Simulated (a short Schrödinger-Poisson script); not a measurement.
Stack: MOS inversion layer, SiO2 on p-type GaN, at 300 K.

```tsv
layer	material	thickness (nm)	Na (cm⁻³)
1	SiO2	4	-
2	GaN	530	1.4e18
```

The device is made up for the run: typed textbook-type constants, with dimensions and the other settings drawn at random. SiO2: permittivity 3.9, conduction-band edge (eV) 3.2, gap (eV) 9, electron mass (mₑ) 0.5. GaN: permittivity 9.5, conduction-band edge (eV) 0, gap (eV) 3.43, Nv at 300 K (cm⁻³) 4.6e19.

Channel valleys (confinement mass, in-plane density-of-states mass, number): Γ 0.2, 0.2, 1. At the gate the conduction-band edge of layer 1 lies 3.28 eV − eVg above the Fermi level of the channel; the field vanishes at the back. Gaps are held at their typed values at every temperature. Mesh 0.03 nm at interfaces.

Solved with a short Schrödinger-Poisson script written for these runs: 1D Poisson equation in equilibrium, electrons quantum, Hartree plus LDA exchange-correlation (BenDaniel-Duke, 12 states a valley, the channel's in-plane mass for all, wave functions ending at the dielectric), parabolic valleys, classical holes, full ionisation, no traps, pinning or gate leakage.

Only gate voltages with over 1e8 electrons/cm² are shown.

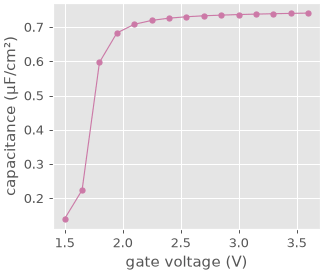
Figure. Quasi-static capacitance against gate voltage

```csv
Vg (V),electrons (cm⁻²),C (μF/cm²),Γ E0 (meV),Γ E1 (meV)
1.5,1.81e8,0.140,242.7,498.1
1.65,2.20e10,0.224,118.5,379.4
1.8,3.65e11,0.597,43.8,311.8
1.95,9.55e11,0.683,15.2,288.6
2.1,1.60e12,0.708,-2.4,275.6
2.25,2.26e12,0.719,-15.9,266.3
2.4,2.94e12,0.726,-27.5,258.7
2.55,3.61e12,0.730,-37.9,252.0
2.7,4.30e12,0.733,-47.6,245.9
2.85,4.98e12,0.735,-56.9,240.1
3,5.67e12,0.737,-65.9,234.5
3.15,6.35e12,0.738,-74.6,-
3.3,7.04e12,0.739,-83.3,-
3.45,7.73e12,0.740,-,-
3.6,8.42e12,0.741,-,-
```

Subbands count from the Fermi level; a dash marks a level above the dielectric's band edge.

In real p-type GaN the Mg acceptor is only partly ionised, and so wide a gap doesn't supply an inversion layer without source and drain.
